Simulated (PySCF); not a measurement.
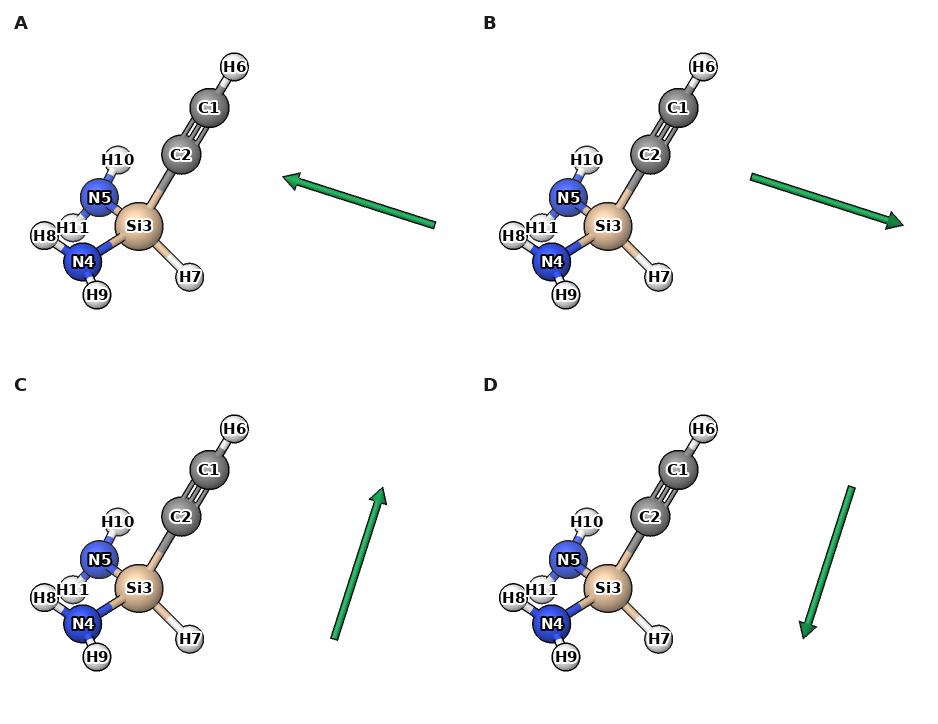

The same molecule four times, each with an arrow. The geometry was computed by an optimisation with PBE0-D3(BJ)/def2-SVP. No frequency run is at hand to confirm it as a minimum. Properties computed with BLYP/pcSseg-2, gas phase (PySCF 2.14.0).

Which arrow points along the dipole moment, from the negative to the positive end?

A. The dipole moment is 0.54 D; it points from the side of H7 to the side of H8 (the outermost atoms at the two ends).
